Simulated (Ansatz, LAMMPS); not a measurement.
# Static equation of state of amorphous 32Ga2O3-68GeO2 (mol %) (69 atoms)

Density of this cell: 5.22 g/cm³. The cell holds 69 atoms: 12 Ga, 13 Ge and 44 O. Cell: a = 9.374 Å, b = 8.971 Å, c = 9.442 Å, α = 86.3°, β = 92.3°, γ = 92.4°. The starting structure: 69 atoms (12 Fe, 13 Ge, 44 O) placed at random at 4.74 g/cm³, melted at 5000 K for 10 ps at fixed volume with the Morse and Coulomb pair potential with partial charges (Pedone, Malavasi, Menziani, Cormack and Segre, J. Phys. Chem. B 110, 11780 (2006)). Quenched from 5000 K to 300 K at 20 K/ps and fixed volume, held 5 ps, then minimised at fixed cell. Then Fe was replaced by Ga and the cell scaled by 1.006 (the potential has no terms for the new elements, so the cell is a start for a DFT relaxation).

Calculated with Ansatz 0.2.0: Kohn-Sham DFT, PBE, PAW (set soft_1), plane waves; cutoff 420 eV, Γ point, fixed occupations. Cell and atoms were relaxed first, to V0 = 11.465 Å³ an atom at a residual P0 = -0.006 GPa. The cell was then scaled evenly, and the atoms were relaxed at each volume.

| volume (Å³/atom) | pressure (GPa) |
| --- | --- |
| 10.318 | 14.43 |
| 10.777 | ? |
| 11.121 | 3.622 |
| 11.809 | -3.094 |
| 12.153 | -5.364 |

Task: Fit the third-order Birch–Murnaghan equation to the rows given and interpolate to the withheld row.

Worked fit:

Take the Eulerian strain f = ½[(V0/V)^(2/3) − 1] and the normalised pressure F = (P − P0) / [3f(1 + 2f)^(5/2)]. The third-order Birch–Murnaghan equation is then the line F = B0 + (3/2)B0(B′ − 4) f, so u = f and v = F.

| u = f | v = F (GPa) |
| --- | --- |
| 0.0363833 | 110.927 |
| 0.0102568 | 112.080 |
| -0.00975663 | 110.798 |
| -0.0190504 | 103.306 |

With n = 4: mean u = 0.00445826, mean v = 109.278, Σ(u − ū)² = 0.0018076, Σ(u − ū)(v − v̄) = 0.18771. Slope b = 0.18771 / 0.0018076 = 103.85; intercept a = v̄ − b ū = 108.81.

So B0 = a = 109 GPa and B′ = 4 + 2b/(3a) = 4.64. At the withheld volume f = 0.02106, F = a + b f = 111.0 GPa, and P = P0 + 3f(1 + 2f)^(5/2) F.

Prediction at 10.777: 7.767 GPa. The run gave 7.848 GPa, so the fit is low by 0.081 GPa (1.0 % of the value).

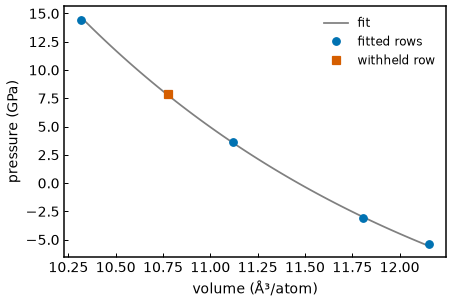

The fit, the rows that it rests on and the withheld row.

The series isn't one smooth equation of state: even a line fitted to all rows, the withheld one included, misses F by up to 3.4 % and the count of bonds changes along the series. B0 and B′ are then only the numbers of this fit, not moduli of the material. Among the rows given, the largest miss of the fit is at 10.318, by 0.22 GPa (1.1 % of the range of the table).

Limits: Static cells at zero temperature; the cell shape is held. The program notes that the SCF threshold of these relaxations is loose for the stress. The quench rate of 20 K/ps is many orders above laboratory rates, so the cell is likely richer in defects and strain than a real sample. The network of bonds at the start is that of the classical potential that made the cell, and needn't be the one that DFT or experiment would give. Only the Γ point is sampled, in a cell whose shortest periodic width is 9 Å.

[Hosts, paths, dates, database ids (printed as entryN), source tags and the programs' standing remarks are cut or masked in the printed files.]
